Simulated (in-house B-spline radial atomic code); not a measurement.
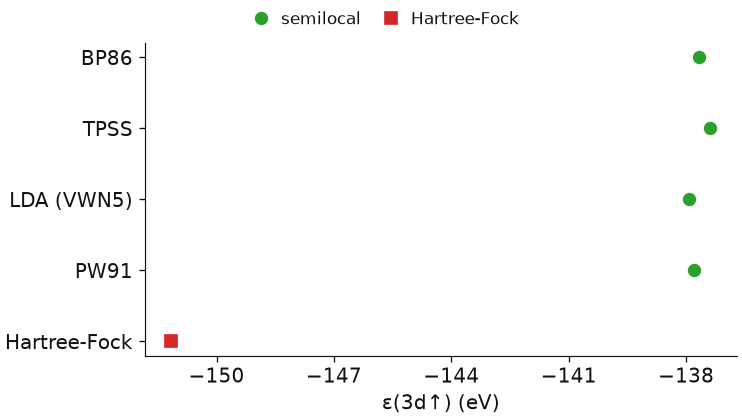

System: Fe⁷⁺ (Z = 26, 19 electrons), configuration [Ar] 3d1 (high spin). All runs are scalar-relativistic, spin-polarised and spherical, computed with an in-house B-spline radial code (spin-free X2C). Hartree-Fock is the average over the configuration. The plot shows the eigenvalue (eV) of the 3d up orbital by 5 methods.

Q: Rank the methods.

A: The deepest is Hartree-Fock (−151.2) and the shallowest TPSS (−137.4), a spread of 13.8 eV. In order (eV): Hartree-Fock (−151.2), LDA (VWN5) (−137.9), PW91 (−137.8), BP86 (−137.7), TPSS (−137.4). On the whole, exact exchange removes self-interaction and deepens occupied levels. The measured ionisation energy (NIST) is 151.1 eV, and minus the eigenvalue comes closest to it for Hartree-Fock.
